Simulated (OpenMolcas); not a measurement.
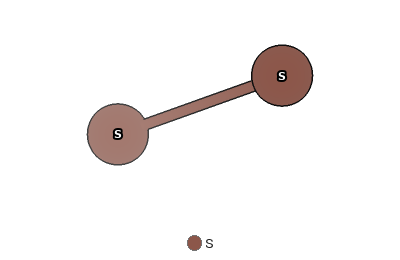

Figure 1. The molecule at the reference distance of 2.046 Å.

# Relativistic diatomic calculation for S₂⁻ (part 1 of 2)

S₂⁻. Computed at this level: SA-CASSCF(9,6)/XMS-CASPT2 + RASSI spin-orbit (X2C scalar, AMFI), ANO-RCC-VTZP (OpenMolcas).

**The input**
```
&GATEWAY
Coord
2
angstrom
S 0.0 0.0 0.0
S 0.0 0.0 2.0460
Basis=ANO-RCC-VTZP
Group=XY
RX2C
AMFI
ANGMom
0.0 0.0 0.0
RICD
&SEWARD
&GUESSORB
&RASSCF
FileOrb=$CurrDir/o22.orb
Symmetry=2
Spin=2
nActEl=9 0 0
Inactive=8 4
RAS2=2 4
CIRoot=4 4 1
Linear
Iterations=120 100
OrbListing=Nothing
PRWF=0.15
>>COPY $Project.RasOrb $CurrDir/o22.orb
>>COPY $Project.rasscf.h5 $CurrDir/r22.h5
&CASPT2
XMultistate=all
Imaginary=0.2
IPEA=0.25
MaxIter=40
>>COPY $Project.JobMix JOB001
&RASSCF
FileOrb=$CurrDir/o41.orb
Symmetry=1
Spin=4
nActEl=9 0 0
Inactive=8 4
RAS2=2 4
CIRoot=4 4 1
Linear
Iterations=120 100
OrbListing=Nothing
PRWF=0.15
>>COPY $Project.RasOrb $CurrDir/o41.orb
>>COPY $Project.rasscf.h5 $CurrDir/r41.h5
&CASPT2
XMultistate=all
Imaginary=0.2
IPEA=0.25
MaxIter=40
>>COPY $Project.JobMix JOB002
&RASSCF
FileOrb=$CurrDir/o21.orb
Symmetry=1
Spin=2
nActEl=9 0 0
Inactive=8 4
RAS2=2 4
CIRoot=8 8 1
Linear
Iterations=120 100
OrbListing=Nothing
PRWF=0.15
>>COPY $Project.RasOrb $CurrDir/o21.orb
>>COPY $Project.rasscf.h5 $CurrDir/r21.h5
&CASPT2
XMultistate=all
Imaginary=0.2
IPEA=0.25
MaxIter=40
>>COPY $Project.JobMix JOB003
&RASSCF
FileOrb=$CurrDir/o42.orb
Symmetry=2
Spin=4
nActEl=9 0 0
Inactive=8 4
RAS2=2 4
CIRoot=2 2 1
Linear
Iterations=120 100
OrbListing=Nothing
PRWF=0.15
>>COPY $Project.RasOrb $CurrDir/o42.orb
>>COPY $Project.rasscf.h5 $CurrDir/r42.h5
&CASPT2
XMultistate=all
Imaginary=0.2
IPEA=0.25
MaxIter=40
>>COPY $Project.JobMix JOB004
&RASSI
Nr of JobIphs=4 4 4 8 2
1 2 3 4
1 2 3 4
1 2 3 4 5 6 7 8
1 2
SpinOrbit
EJob
Omega
MEES
MESO
Properties=4
'AngMom' 3 'Mltpl  1' 1 'Mltpl  1' 2 'Mltpl  1' 3
Thrs=1.0d-4
>>COPY $Project.rassi.h5 $CurrDir/so.h5
```

The first orbital files come from an earlier step.

Run as:
```bash
pymolcas m.inp (one call a module block, same work directory)
```

**Log (extracts)**
```
++    Wave function specifications:
      Number of closed shell electrons          24
      Number of electrons in active shells       9
      Number of inactive orbitals               12
      Number of active orbitals                  6
      Number of secondary orbitals              50
      Spin quantum number                      0.5
      State symmetry                             2
++    Orbital specifications:
      Symmetry species                           1   2
                                                 a   b
      Frozen orbitals                            0   0
      Inactive orbitals                          8   4
      Active orbitals                            2   4
      RAS2 orbitals                              2   4
      Secondary orbitals                        26  24
      Number of basis functions                 36  32
      printout of CI-coefficients larger than  0.15 for root  1
      energy=    -797.313011
      conf/sym  11 2222     Coeff  Weight
            29  02 2u22  -0.77218 0.59627
            35  02 u222   0.60582 0.36702
      printout of CI-coefficients larger than  0.15 for root  2
      energy=    -797.313011
      conf/sym  11 2222     Coeff  Weight
            29  02 2u22   0.60582 0.36702
            35  02 u222   0.77218 0.59627
      printout of CI-coefficients larger than  0.15 for root  3
      energy=    -797.197230
      conf/sym  11 2222     Coeff  Weight
            27  02 222u  -0.68124 0.46409
            28  02 22u2   0.68152 0.46447
            34  ud u222  -0.20435 0.04176
      printout of CI-coefficients larger than  0.15 for root  4
      energy=    -797.197230
      conf/sym  11 2222     Coeff  Weight
            26  ud 2u22   0.20435 0.04176
            27  02 222u  -0.68152 0.46447
            28  02 22u2  -0.68124 0.46409
      Natural orbitals and occupation numbers for root  1
      sym 1:   0.048857   1.954891
      sym 2:   1.998280   1.024666   1.999255   1.974051
      Natural orbitals and occupation numbers for root  2
      sym 1:   0.048857   1.954891
      sym 2:   1.024666   1.998280   1.974051   1.999255
      Natural orbitals and occupation numbers for root  3
      sym 1:   0.081924   1.924156
      sym 2:   1.935720   1.997941   1.061232   1.999027
      Natural orbitals and occupation numbers for root  4
      sym 1:   0.081924   1.924156
      sym 2:   1.997941   1.935720   1.999027   1.061232
      RASSCF energy for state  4                   -797.19723039
::    RASSCF root number  1 Total energy:   -797.31301055
::    RASSCF root number  2 Total energy:   -797.31301055
::    RASSCF root number  3 Total energy:   -797.19723039
::    RASSCF root number  4 Total energy:   -797.19723039
      Von Neumann Entropy (Root   1) =  0.67769
++    Wave function specifications:
      Number of closed shell electrons           4
      Number of electrons in active shells       9
      Number of inactive orbitals                2
      Number of active orbitals                  6
      Number of secondary orbitals              50
      Spin quantum number                      0.5
      State symmetry                             2
      Number of CSFs                            36
      Number of CASSCF root(s) available         4
      CASPT2 state passed to geometry opt.       4
      A file JOBMIX will be created
      This is a MULTI-STATE CASSCF reference
      Number of CI roots used                    4
      These are:                                 1   2   3   4
      Off-diagonal elements of Heff are computed
  FINAL CASPT2 RESULT:
      Reference energy:        -797.3130105515
      E2 (Non-variational):      -0.3232596909
      Shift correction:          -0.0034703552
      E2 (Variational):          -0.3267300462
      Total energy:            -797.6397405976
      Reference weight:           0.86767
  FINAL CASPT2 RESULT:
      Reference energy:        -797.3130105514
      E2 (Non-variational):      -0.3232596907
      Shift correction:          -0.0034703551
      E2 (Variational):          -0.3267300458
      Total energy:            -797.6397405972
      Reference weight:           0.86767
  FINAL CASPT2 RESULT:
      Reference energy:        -797.1972303877
      E2 (Non-variational):      -0.3279562144
      Shift correction:          -0.0042742469
      E2 (Variational):          -0.3322304613
      Total energy:            -797.5294608489
      Reference weight:           0.86080
  FINAL CASPT2 RESULT:
      Reference energy:        -797.1972303877
      E2 (Non-variational):      -0.3279562158
      Shift correction:          -0.0042742479
      E2 (Variational):          -0.3322304636
      Total energy:            -797.5294608513
      Reference weight:           0.86080
       Total XMS-CASPT2 energies:
::    XMS-CASPT2 Root  1     Total energy:   -797.63974060
::    XMS-CASPT2 Root  2     Total energy:   -797.63974059
::    XMS-CASPT2 Root  3     Total energy:   -797.52946085
::    XMS-CASPT2 Root  4     Total energy:   -797.52946085
++    Wave function specifications:
      Number of closed shell electrons          24
      Number of electrons in active shells       9
      Number of inactive orbitals               12
      Number of active orbitals                  6
      Number of secondary orbitals              50
      Spin quantum number                      1.5
      State symmetry                             1
      printout of CI-coefficients larger than  0.15 for root  1
      energy=    -797.210879
      conf/sym  11 2222     Coeff  Weight
             4  u2 22uu  -0.23522 0.05533
            12  u2 uu22   0.96501 0.93124
      printout of CI-coefficients larger than  0.15 for root  2
      energy=    -797.131452
      conf/sym  11 2222     Coeff  Weight
             5  u2 2u2u   0.54826 0.30059
             6  u2 2uu2  -0.44656 0.19941
            10  u2 u22u  -0.44656 0.19941
            11  u2 u2u2  -0.54826 0.30059
      printout of CI-coefficients larger than  0.15 for root  3
      energy=    -797.131452
      conf/sym  11 2222     Coeff  Weight
             5  u2 2u2u  -0.44656 0.19941
             6  u2 2uu2  -0.54826 0.30059
            10  u2 u22u  -0.54826 0.30059
            11  u2 u2u2   0.44656 0.19941
      printout of CI-coefficients larger than  0.15 for root  4
      energy=    -797.127439
      conf/sym  11 2222     Coeff  Weight
             5  u2 2u2u   0.70711 0.50000
            11  u2 u2u2   0.70711 0.50000
      Natural orbitals and occupation numbers for root  1
      sym 1:   1.013426   1.986574
      sym 2:   1.062042   1.062042   1.937958   1.937958
      Natural orbitals and occupation numbers for root  2
      sym 1:   1.000000   2.000000
      sym 2:   1.500000   1.500000   1.500000   1.500000
      Natural orbitals and occupation numbers for root  3
      sym 1:   1.000000   2.000000
      sym 2:   1.500000   1.500000   1.500000   1.500000
      Natural orbitals and occupation numbers for root  4
      sym 1:   1.000000   2.000000
      sym 2:   1.500000   1.500000   1.500000   1.500000
      RASSCF energy for state  4                   -797.12743873
::    RASSCF root number  1 Total energy:   -797.21087897
::    RASSCF root number  2 Total energy:   -797.13145219
::    RASSCF root number  3 Total energy:   -797.13145219
::    RASSCF root number  4 Total energy:   -797.12743873
      Von Neumann Entropy (Root   1) =  1.56453
++    Wave function specifications:
      Number of closed shell electrons           4
      Number of electrons in active shells       9
      Number of inactive orbitals                2
      Number of active orbitals                  6
      Number of secondary orbitals              50
      Spin quantum number                      1.5
      State symmetry                             1
      Number of CSFs                            12
      Number of CASSCF root(s) available         4
      CASPT2 state passed to geometry opt.       4
      A file JOBMIX will be created
      This is a MULTI-STATE CASSCF reference
      Number of CI roots used                    4
      These are:                                 1   2   3   4
      Off-diagonal elements of Heff are computed
  FINAL CASPT2 RESULT:
      Reference energy:        -797.2108789672
      E2 (Non-variational):      -0.3350661942
      Shift correction:          -0.0042418965
      E2 (Variational):          -0.3393080907
      Total energy:            -797.5501870579
      Reference weight:           0.85694
  FINAL CASPT2 RESULT:
      Reference energy:        -797.1314521917
      E2 (Non-variational):      -0.3288174250
      Shift correction:          -0.0038286249
      E2 (Variational):          -0.3326460499
      Total energy:            -797.4640982416
      Reference weight:           0.86199
  FINAL CASPT2 RESULT:
      Reference energy:        -797.1314521917
      E2 (Non-variational):      -0.3196077971
      Shift correction:          -0.0034014666
      E2 (Variational):          -0.3230092637
      Total energy:            -797.4544614554
      Reference weight:           0.86992
  FINAL CASPT2 RESULT:
      Reference energy:        -797.1274387293
      E2 (Non-variational):      -0.3288150692
      Shift correction:          -0.0038283031
      E2 (Variational):          -0.3326433723
      Total energy:            -797.4600821016
      Reference weight:           0.86200
       Total XMS-CASPT2 energies:
::    XMS-CASPT2 Root  1     Total energy:   -797.55018706
::    XMS-CASPT2 Root  2     Total energy:   -797.46396825
::    XMS-CASPT2 Root  3     Total energy:   -797.46021293
::    XMS-CASPT2 Root  4     Total energy:   -797.45446061
++    Wave function specifications:
      Number of closed shell electrons          24
      Number of electrons in active shells       9
      Number of inactive orbitals               12
      Number of active orbitals                  6
      Number of secondary orbitals              50
      Spin quantum number                      0.5
      State symmetry                             1
      printout of CI-coefficients larger than  0.15 for root  1
      energy=    -797.179233
      conf/sym  11 2222     Coeff  Weight
            13  u2 22ud   0.25833 0.06673
            24  u2 du22   0.46973 0.22064
            30  u2 ud22   0.81359 0.66193
      printout of CI-coefficients larger than  0.15 for root  2
      energy=    -797.179233
      conf/sym  11 2222     Coeff  Weight
            10  u2 2220   0.21093 0.04449
            15  u2 2202  -0.21093 0.04449
            18  u2 2022   0.66429 0.44128
            32  u2 0222  -0.66429 0.44128
      printout of CI-coefficients larger than  0.15 for root  3
      energy=    -797.172630
      conf/sym  11 2222     Coeff  Weight
            11  u2 22du  -0.20120 0.04048
            24  u2 du22   0.83653 0.69979
            30  u2 ud22  -0.48297 0.23326
      printout of CI-coefficients larger than  0.15 for root  4
      energy=    -797.164946
      conf/sym  11 2222     Coeff  Weight
            10  u2 2220   0.24463 0.05984
            15  u2 2202   0.24463 0.05984
            18  u2 2022  -0.66008 0.43571
            32  u2 0222  -0.66008 0.43571
      printout of CI-coefficients larger than  0.15 for root  5
      energy=    -797.146991
      conf/sym  11 2222     Coeff  Weight
            34  0u 2222   0.98713 0.97442
      printout of CI-coefficients larger than  0.15 for root  6
      energy=    -797.121783
      conf/sym  11 2222     Coeff  Weight
            12  u2 2d2u  -0.33946 0.11524
            14  u2 2u2d  -0.61694 0.38062
            23  u2 d2u2  -0.33946 0.11524
            29  u2 u2d2  -0.61694 0.38062
      printout of CI-coefficients larger than  0.15 for root  7
      energy=    -797.094571
      conf/sym  11 2222     Coeff  Weight
            12  u2 2d2u  -0.42039 0.17673
            14  u2 2u2d   0.25364 0.06433
            16  u2 2du2  -0.43465 0.18892
            17  u2 2ud2   0.26224 0.06877
            22  u2 d22u  -0.43465 0.18892
            23  u2 d2u2   0.42039 0.17673
            28  u2 u22d   0.26224 0.06877
            29  u2 u2d2  -0.25364 0.06433
      printout of CI-coefficients larger than  0.15 for root  8
      energy=    -797.094571
      conf/sym  11 2222     Coeff  Weight
            12  u2 2d2u   0.43465 0.18892
            14  u2 2u2d  -0.26224 0.06877
            16  u2 2du2  -0.42039 0.17673
            17  u2 2ud2   0.25364 0.06433
            22  u2 d22u  -0.42039 0.17673
            23  u2 d2u2  -0.43465 0.18892
            28  u2 u22d   0.25364 0.06433
            29  u2 u2d2   0.26224 0.06877
      Natural orbitals and occupation numbers for root  1
      sym 1:   1.009109   1.990891
      sym 2:   1.093551   1.093551   1.906449   1.906449
      Natural orbitals and occupation numbers for root  2
      sym 1:   1.009109   1.990891
      sym 2:   1.093551   1.093551   1.906449   1.906449
      Natural orbitals and occupation numbers for root  3
      sym 1:   1.012971   1.987029
      sym 2:   1.060462   1.060462   1.939538   1.939538
      Natural orbitals and occupation numbers for root  4
      sym 1:   1.006967   1.989181
      sym 2:   1.125093   1.125093   1.876833   1.876833
      Natural orbitals and occupation numbers for root  5
      sym 1:   0.028640   1.022511
      sym 2:   1.986266   1.986266   1.988158   1.988158
      Natural orbitals and occupation numbers for root  6
      sym 1:   1.001859   1.998141
      sym 2:   1.499166   1.499166   1.500834   1.500834
      Natural orbitals and occupation numbers for root  7
      sym 1:   1.002497   1.997503
      sym 2:   1.498937   1.498937   1.501063   1.501063
      Natural orbitals and occupation numbers for root  8
      sym 1:   1.002497   1.997503
      sym 2:   1.498937   1.498937   1.501063   1.501063
      RASSCF energy for state  8                   -797.09457067
::    RASSCF root number  1 Total energy:   -797.17923313
::    RASSCF root number  2 Total energy:   -797.17923313
::    RASSCF root number  3 Total energy:   -797.17262963
::    RASSCF root number  4 Total energy:   -797.16494627
::    RASSCF root number  5 Total energy:   -797.14699064
::    RASSCF root number  6 Total energy:   -797.12178325
::    RASSCF root number  7 Total energy:   -797.09457067
::    RASSCF root number  8 Total energy:   -797.09457067
      Von Neumann Entropy (Root   1) =  1.58873
++    Wave function specifications:
      Number of closed shell electrons           4
      Number of electrons in active shells       9
      Number of inactive orbitals                2
      Number of active orbitals                  6
      Number of secondary orbitals              50
      Spin quantum number                      0.5
      State symmetry                             1
      Number of CSFs                            34
      Number of CASSCF root(s) available         8
      CASPT2 state passed to geometry opt.       8
      A file JOBMIX will be created
      This is a MULTI-STATE CASSCF reference
      Number of CI roots used                    8
      These are:                                 1   2   3   4   5   6   7   8
      Off-diagonal elements of Heff are computed
  FINAL CASPT2 RESULT:
      Reference energy:        -797.1792331325
      E2 (Non-variational):      -0.3393841851
      Shift correction:          -0.0043414917
      E2 (Variational):          -0.3437256768
      Total energy:            -797.5229588093
      Reference weight:           0.85455
  FINAL CASPT2 RESULT:
      Reference energy:        -797.1792331325
      E2 (Non-variational):      -0.3397413153
      Shift correction:          -0.0043564551
      E2 (Variational):          -0.3440977703
      Total energy:            -797.5233309028
      Reference weight:           0.85424
  FINAL CASPT2 RESULT:
      Reference energy:        -797.1726296276
      E2 (Non-variational):      -0.3460552391
      Shift correction:          -0.0047828757
      E2 (Variational):          -0.3508SPIN-FREE ENERGIES:
  (Shifted by EMIN (a.u.) =       -797.6397406043)
 SF State       Relative EMIN(au)   Rel lowest level(eV)    D:o, cm**(-1)      Abs_M
     1             0.0000000000        0.0000000000              0.0000         1.0
     2             0.0000000139        0.0000003776              0.0030         1.0
     5             0.0895535464        2.4368761414          19654.7316         0.0
     3             0.1102797495        3.0008648579          24203.6074         1.0
     4             0.1102797590        3.0008651161          24203.6094         1.0
     9             0.1162728612        3.1639457368          25518.9434         0.0
    10             0.1164025182        3.1674738819          25547.3998         2.0
    11             0.1167889784        3.1779900006          25632.2180         2.0
    12             0.1321492740        3.5959649378          29003.4132         0.0
    13             0.1395704457        3.7979053058          30632.1721         0.0
     6             0.1757723536        4.7830094055          38577.5725         2.0
     7             0.1795276709        4.8851967954          39401.7694         0.0
     8             0.1852799900        5.0417253703          40664.2575         2.0
    14             0.1875741267        5.1041520102          41167.7623         0.0
    15             0.2129624595        5.7950037418          46739.8573         2.0
    16             0.2136238242        5.8130003903          46885.0101         2.0
    17             0.2247422274        6.1155475547          49325.2175         1.0
    18             0.2247431227        6.1155719173          49325.4140         1.0
```

(Continued in part 2.) Outcome of the run: converged; components of a degenerate state are split by 145 cm⁻¹; whether the anion is bound against detachment isn't tested.
